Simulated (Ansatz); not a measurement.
# Geometry relaxation, with input and output: Si$_{2}$NH$_{5}$Cl$_{2}$ (part 2 of 2)

Si$_{2}$NH$_{5}$Cl$_{2}$; RKS PBE0-D4/6-31G (Ansatz 0.2.0). It belongs to a series of runs on one base structure; here: start relaxed.

Geometry of the input (Å):
```
Si 0.0000  0.0000  0.0000
Si 0.0000  0.0000  2.2200
H  -1.3148  -0.4067  2.7074
H  1.0096  -0.9353  2.7074
H  0.3052  1.3420  2.7074
Cl 2.0086  0.0000  -0.7093
N  -0.8572  1.4851  -0.6061
H  -1.8773  1.4300  -0.8888
H  -0.3367  2.4058  -0.6766
Cl -1.0032  -1.7381  -0.7093
```

Trajectory as extended XYZ, continued:
```
10
Properties=species:S:1:pos:R:3:forces:R:3 step=5 energy=-42353.86660
Si   -0.0633    0.1101    0.0212    0.0486   0.0813   0.0631
Si    0.0501   -0.0208    2.3645   -0.0048  -0.0019  -0.0548
H    -1.3322   -0.3265    2.8586    0.0168  -0.0019   0.0188
H     1.0117   -1.1151    2.7133   -0.0248   0.0201   0.0375
H     0.5115    1.3041    2.8996    0.0183  -0.0288  -0.0124
Cl    2.0051    0.1300   -0.7212    0.0237  -0.0862  -0.0072
N    -0.9067    1.4541   -0.6928   -0.1743  -0.0528  -0.0752
H    -1.6696    1.3026   -1.3399    0.1198   0.0946   0.0674
H    -0.5678    2.4044   -0.6298   -0.0778  -0.1256  -0.0105
Cl   -1.1046   -1.6601   -0.7214    0.0545   0.1012  -0.0267
10
Properties=species:S:1:pos:R:3:forces:R:3 step=6 energy=-42353.88542
Si   -0.0646    0.1076    0.0206   -0.0390  -0.0087  -0.0861
Si    0.0578   -0.0142    2.3572   -0.0386   0.0592   0.0382
H    -1.3256   -0.2616    2.8800    0.0116   0.0100  -0.0027
H     0.9823   -1.1279    2.7349    0.0057  -0.0094  -0.0145
H     0.5762    1.3015    2.8586    0.0092   0.0008   0.0205
Cl    2.0040    0.0949   -0.7233    0.0352  -0.0672  -0.0161
N    -0.9395    1.4359   -0.6837    0.0859   0.0050   0.1627
H    -1.5715    1.3078   -1.4561   -0.0644  -0.0408  -0.0921
H    -0.7015    2.3943   -0.4816   -0.0460   0.0339   0.0144
Cl   -1.0833   -1.6555   -0.7546    0.0404   0.0171  -0.0242
10
Properties=species:S:1:pos:R:3:forces:R:3 step=7 energy=-42353.89113
Si   -0.0507    0.1034    0.0076   -0.0420   0.0317   0.0103
Si    0.0622    0.0090    2.3484   -0.0126   0.0129   0.0446
H    -1.3302   -0.1881    2.8700    0.0166  -0.0030  -0.0090
H     0.9451   -1.1423    2.7178   -0.0092   0.0084   0.0088
H     0.6263    1.2992    2.8714    0.0031  -0.0152  -0.0359
Cl    2.0203    0.0539   -0.7357   -0.0216  -0.0257  -0.0244
N    -0.9600    1.4238   -0.6680   -0.0527   0.3510  -0.1378
H    -1.5234    1.3002   -1.5077    0.2488   0.1368   0.3605
H    -0.8046    2.3889   -0.3758   -0.1643  -0.4920  -0.2001
Cl   -1.0507   -1.6651   -0.7758    0.0339  -0.0050  -0.0171
10
Properties=species:S:1:pos:R:3:forces:R:3 step=8 energy=-42353.90312
Si   -0.0508    0.0897    0.0013   -0.0199   0.0171   0.0020
Si    0.0607    0.0214    2.3424   -0.0150  -0.0027   0.0144
H    -1.3353   -0.1551    2.8598    0.0047   0.0061   0.0052
H     0.9289   -1.1303    2.7412    0.0042   0.0042  -0.0024
H     0.6349    1.3166    2.8368    0.0053   0.0061  -0.0074
Cl    1.9945    0.0041   -0.7833    0.1108   0.0266  -0.0157
N    -0.9563    1.4214   -0.6507   -0.0380   0.0494  -0.0509
H    -1.4556    1.3526   -1.5278    0.0808   0.0166   0.0997
H    -0.8830    2.3554   -0.2733   -0.0458  -0.0776  -0.0276
Cl   -1.0037   -1.6931   -0.7943   -0.0870  -0.0458  -0.0172
10
Properties=species:S:1:pos:R:3:forces:R:3 step=9 energy=-42353.90964
Si   -0.0559    0.0761   -0.0066    0.0009   0.0150   0.0122
Si    0.0613    0.0290    2.3357    0.0011  -0.0012  -0.0070
H    -1.3315   -0.1190    2.8695    0.0001   0.0034   0.0073
H     0.9189   -1.1290    2.7386   -0.0025   0.0014  -0.0003
H     0.6624    1.3214    2.8051   -0.0017   0.0057   0.0003
Cl    1.9956   -0.0033   -0.7909    0.0056  -0.0044  -0.0048
N    -0.9538    1.4161   -0.6497    0.0272  -0.0309   0.0208
H    -1.3483    1.3987   -1.5782   -0.0047   0.0346   0.0092
H    -0.9986    2.3072   -0.1798   -0.0198  -0.0167  -0.0258
Cl   -1.0159   -1.7144   -0.7916   -0.0061  -0.0069  -0.0120
10
Properties=species:S:1:pos:R:3:forces:R:3 step=10 energy=-42353.91043
Si   -0.0560    0.0693   -0.0094    0.0014  -0.0019  -0.0071
Si    0.0610    0.0325    2.3330   -0.0003  -0.0020   0.0026
H    -1.3303   -0.1084    2.8731    0.0007   0.0011  -0.0005
H     0.9170   -1.1241    2.7429    0.0000   0.0015   0.0002
H     0.6638    1.3280    2.7929    0.0001  -0.0006  -0.0028
Cl    1.9933   -0.0142   -0.7992   -0.0043  -0.0012   0.0026
N    -0.9492    1.4142   -0.6461    0.0114  -0.0253   0.0102
H    -1.3197    1.4195   -1.5843   -0.0042   0.0144  -0.0093
H    -1.0313    2.2877   -0.1504   -0.0077   0.0084   0.0000
Cl   -1.0145   -1.7218   -0.8004    0.0029   0.0056   0.0041
10
Properties=species:S:1:pos:R:3:forces:R:3 step=11 energy=-42353.91015 accepted=F
Si   -0.0594    0.0622   -0.0119    0.0051  -0.0380   0.0005
Si    0.0630    0.0333    2.3303   -0.0119   0.0185  -0.0100
H    -1.3296   -0.0969    2.8705    0.0079  -0.0002   0.0113
H     0.9184   -1.1191    2.7525   -0.0049  -0.0005  -0.0081
H     0.6697    1.3341    2.7709   -0.0057  -0.0080   0.0094
Cl    1.9875   -0.0252   -0.8055   -0.0076   0.0070  -0.0054
N    -0.9499    1.4116   -0.6406   -0.0170   0.1131  -0.0476
H    -1.2717    1.4514   -1.5984    0.0201  -0.0003   0.1070
H    -1.0785    2.2632   -0.1125    0.0064  -0.0924  -0.0640
Cl   -1.0152   -1.7317   -0.8030    0.0076   0.0007   0.0069
10
Properties=species:S:1:pos:R:3:forces:R:3 step=12 energy=-42353.91066
Si   -0.0566    0.0665   -0.0112    0.0009  -0.0016   0.0021
Si    0.0611    0.0337    2.3313   -0.0004   0.0011  -0.0001
H    -1.3300   -0.1031    2.8730   -0.0001   0.0001   0.0003
H     0.9157   -1.1227    2.7439    0.0001  -0.0002   0.0001
H     0.6661    1.3297    2.7866    0.0004  -0.0003  -0.0004
Cl    1.9907   -0.0182   -0.8035   -0.0001  -0.0005  -0.0008
N    -0.9473    1.4138   -0.6450   -0.0011   0.0009  -0.0016
H    -1.3011    1.4331   -1.5896    0.0013   0.0032  -0.0008
H    -1.0511    2.2771   -0.1352   -0.0016  -0.0025   0.0007
Cl   -1.0133   -1.7272   -0.7982    0.0004  -0.0002   0.0006
10
Properties=species:S:1:pos:R:3:forces:R:3 step=13 energy=-42353.91070
Si   -0.0587    0.0628   -0.0126    0.0045   0.0036  -0.0015
Si    0.0616    0.0367    2.3298   -0.0030  -0.0046   0.0014
H    -1.3288   -0.0961    2.8744   -0.0004   0.0007   0.0017
H     0.9141   -1.1209    2.7431    0.0002  -0.0015   0.0009
H     0.6707    1.3318    2.7823   -0.0011  -0.0006  -0.0041
Cl    1.9861   -0.0230   -0.8095   -0.0004  -0.0006  -0.0016
N    -0.9452    1.4132   -0.6449   -0.0210   0.0593  -0.0089
H    -1.2717    1.4517   -1.5995    0.0128  -0.0038   0.0395
H    -1.0811    2.2614   -0.1154    0.0070  -0.0488  -0.0309
Cl   -1.0129   -1.7347   -0.7956    0.0014  -0.0037   0.0035
10
Properties=species:S:1:pos:R:3:forces:R:3 step=14 energy=-42353.91071
Si   -0.0565    0.0652   -0.0129   -0.0050  -0.0141   0.0026
Si    0.0600    0.0340    2.3296    0.0090   0.0141  -0.0022
H    -1.3299   -0.0965    2.8762   -0.0003   0.0000  -0.0054
H     0.9128   -1.1227    2.7449   -0.0003  -0.0004  -0.0024
H     0.6698    1.3307    2.7769    0.0001  -0.0019   0.0092
Cl    1.9877   -0.0223   -0.8116   -0.0061   0.0033   0.0029
N    -0.9443    1.4149   -0.6451   -0.0059   0.0225  -0.0005
H    -1.2738    1.4513   -1.5982    0.0064  -0.0013   0.0132
H    -1.0806    2.2625   -0.1163    0.0032  -0.0173  -0.0116
Cl   -1.0110   -1.7342   -0.7914   -0.0011  -0.0050  -0.0057
10
Properties=species:S:1:pos:R:3:forces:R:3 step=15 energy=-42353.91069 accepted=F
Si   -0.0578    0.0645   -0.0124    0.0019   0.0096   0.0224
Si    0.0616    0.0358    2.3300    0.0004  -0.0012  -0.0020
H    -1.3292   -0.0941    2.8743    0.0003   0.0002   0.0000
H     0.9113   -1.1242    2.7425    0.0002  -0.0003   0.0017
H     0.6732    1.3296    2.7825    0.0005  -0.0003   0.0004
Cl    1.9851   -0.0206   -0.8134   -0.0008  -0.0011  -0.0011
N    -0.9441    1.4154   -0.6441   -0.0017  -0.0110  -0.0197
H    -1.2652    1.4498   -1.5997   -0.0103   0.0140  -0.0084
H    -1.0889    2.2623   -0.1172    0.0083  -0.0114   0.0083
Cl   -1.0119   -1.7357   -0.7904    0.0013   0.0015  -0.0016
10
Properties=species:S:1:pos:R:3:forces:R:3 step=16 energy=-42353.91078
Si   -0.0578    0.0644   -0.0124    0.0025  -0.0007  -0.0019
Si    0.0612    0.0353    2.3300    0.0011   0.0036   0.0001
H    -1.3295   -0.0957    2.8745    0.0000   0.0000  -0.0003
H     0.9128   -1.1227    2.7441   -0.0007  -0.0005  -0.0011
H     0.6711    1.3306    2.7810   -0.0002  -0.0007   0.0017
Cl    1.9860   -0.0219   -0.8115    0.0002   0.0005   0.0008
N    -0.9439    1.4149   -0.6453   -0.0077   0.0026  -0.0034
H    -1.2725    1.4506   -1.5985    0.0035   0.0015   0.0057
H    -1.0817    2.2622   -0.1169    0.0025  -0.0058  -0.0019
Cl   -1.0113   -1.7349   -0.7928   -0.0012  -0.0006   0.0003
```

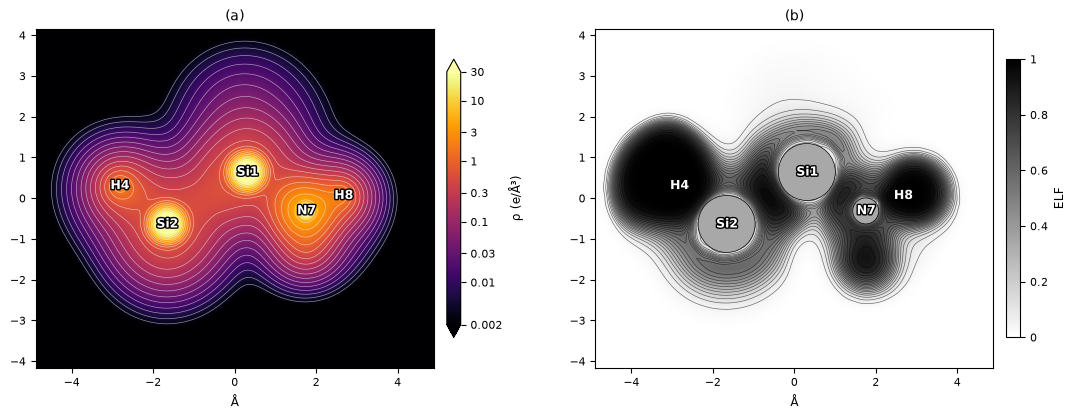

(a) total electron density; (b) electron localisation function on the plane of atoms Si1, Si2 and H4. Grey discs, where drawn, cover atomic cores. The section cuts through Si, H and N sites. Si–Si (2.35 Å): ρ is about 0.53 e/Å³ halfway; the ELF peaks at about 0.95 between the atoms, as expected for localised, shared-pair bonding. Si–H (1.50 Å): ρ is about 0.68 e/Å³ halfway; the ELF climbs to about 1 towards the hydrogen.

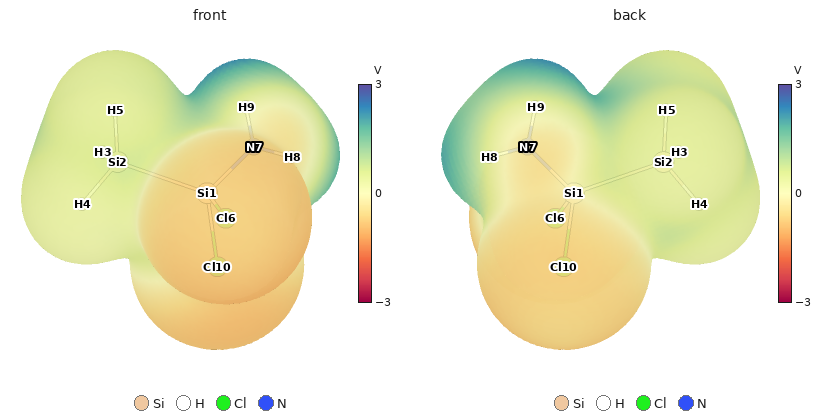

The electrostatic potential painted on the density surface at 0.001 e/bohr³, seen at a tilt and from behind; the colour scale runs from red (negative) to blue (positive).

Results in brief:

- outcome: converged
- total energy: −42353.9108 eV
- mean-field energy: −42353.6391 eV
- largest force (length of the vector) at the end: 0.009 eV/Å
- wall time: 82 s
- peak memory: 0.18 GiB
